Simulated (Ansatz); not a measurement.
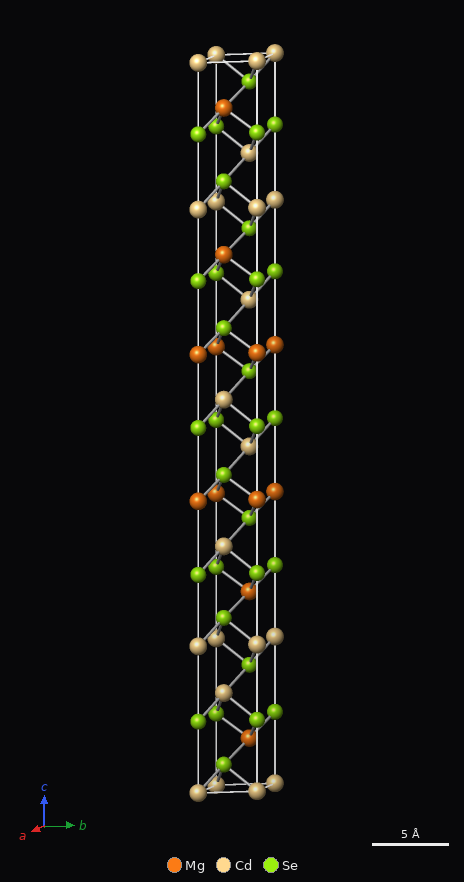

Structure drawing (ball-and-stick), viewed slightly off an axis. The frame is the conventional unit cell; atoms at its boundary are shown with their periodic copies.

Mg2Cd3Se5, space group R-3m (No. 166), a = 3.997 Å, b = 3.997 Å, c = 48.941 Å, α = 90.00°, β = 90.00°, γ = 120.00°. The model was built from a structure type filled with these elements by a generator (whether the compound takes this form wasn't checked). Earlier steps of the study, as a rule a relaxation of our own, may have changed the cell and positions, so they can lie some per cent off the listed ones. A calculation with Ansatz used it as input.

This one geometry was computed with Ansatz (DFT, plane waves, PAW) at three levels of theory: PBE, r2SCAN and LDA.

### Which level gives the highest pressure at this volume, and what does that say about its equilibrium volume?

Highest: PBE (0.0 GPa), which points to the largest equilibrium volume. Lowest, with the smallest volume: LDA (-5.0 GPa). Levels within 0.5 GPa of each other can't be told apart.

### How does the band gap change with the level of theory?

LDA: a gap of 0.10 eV, indirect; PBE: a gap of 0.31 eV, indirect; r2SCAN: a gap of 0.82 eV, indirect.

### Collect the results in a table.

| level | cutoff (eV) | k-mesh of the run's cell | gap (eV) | pressure (GPa) |
| --- | --- | --- | --- | --- |
| PBE | 420 | 12×12×12 | 0.31 | 0.0 |
| r2SCAN | 500 | 12×12×12 | 0.82 | -1.6 |
| LDA | 420 | 12×12×12 | 0.10 | -5.0 |

Gaps are taken on the k-mesh or band path of each run.
